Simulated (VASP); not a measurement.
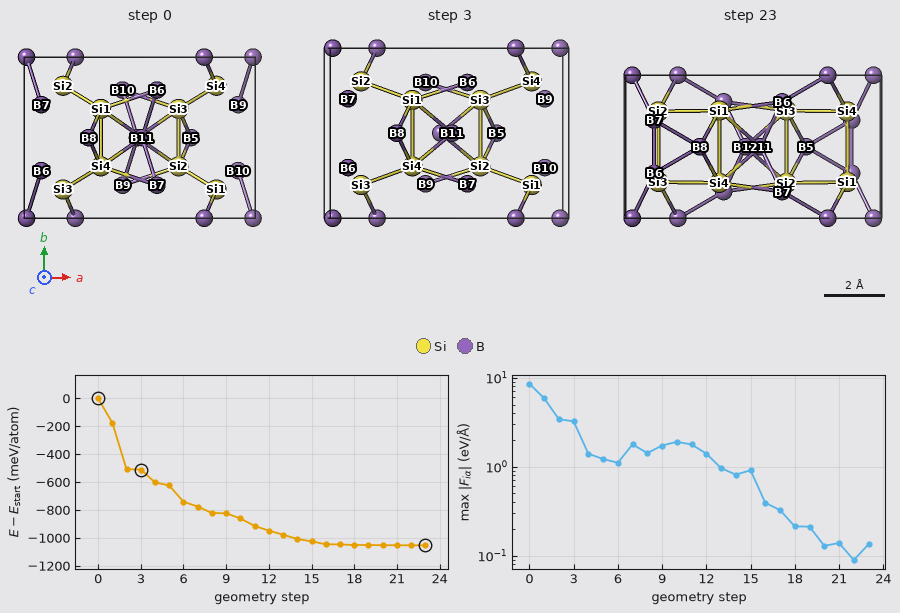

Frames of a relaxation of crystalline SiB₂ (a generated structure, set up in C2/m), marked on the history of the run. The picture is a ball-and-stick view of the conventional cell (2 times the calculation's cell), seen along the c axis. Lengths and directions refer to the drawn axes.

The run lets cell and atoms move.

Method: Kohn-Sham DFT of a periodic cell, PBE, VASP PAW PBE potentials, recommended in VASP.

The input:
```
ALGO = Fast
EDIFF = 1E-4
EDIFFG = -0.08
ENCUT = 520
GGA = PE
IBRION = 2
ISIF = 3
ISMEAR = 0
LASPH = True
LCHARG = False
LREAL = Auto
LWAVE = False
NELM = 60
NSW = 24
PREC = Normal
SIGMA = 0.15
```

Run as
```bash
cat potpaw_PBE.64/Si/POTCAR potpaw_PBE.64/B/POTCAR > POTCAR
mpirun -np 1 vasp_std > vasp.out
```

Describe the path.

Answer. The relaxation stopped without meeting its thresholds, so the last structure isn't shown to be converged. The energy falls by 1053 meV per atom in 23 geometry steps. Largest force component: 8.6 eV/Å at the start, 0.13 eV/Å at the end. The pressure goes from 40.24 to −0.20 GPa. The largest moves relative to the cell, 0.54 Å, are those of B6, B7, B9 and B10. B7 goes along [2 −1 −2]. By element the largest moves are B 0.54 Å, Si 0.48 Å. The volume changes by +2.2 %, with a 9.353 → 10.129 Å (+8.3 %), b 5.400 → 4.791 Å (−11.3 %), c 5.557 → 5.752 Å (+3.5 %), β 124.1° → 121.7°. Near-neighbour distances that change, for instance: B6–B10 1.961 → 3.135 Å, Si1–Si4 3.474 → 2.365 Å, Si1–Si2 1.831 → 2.425 Å, Si1–Si4 (another image) 1.926 → 2.426 Å. Among the angles between lasting bonds that change: B6–Si1–B10 59.3° → 93.6°, Si2–Si1–Si4 115.0° → 89.3°, Si2–Si1–B8 124.0° → 99.4°. The space group stays C2/m (No. 12). From step 0 to 3: Si atoms move most (0.26 Å), volume +15.7 %, energy −509 meV per atom. From step 3 to 23: B atoms move most (0.50 Å), volume −11.6 %, energy −543 meV per atom.
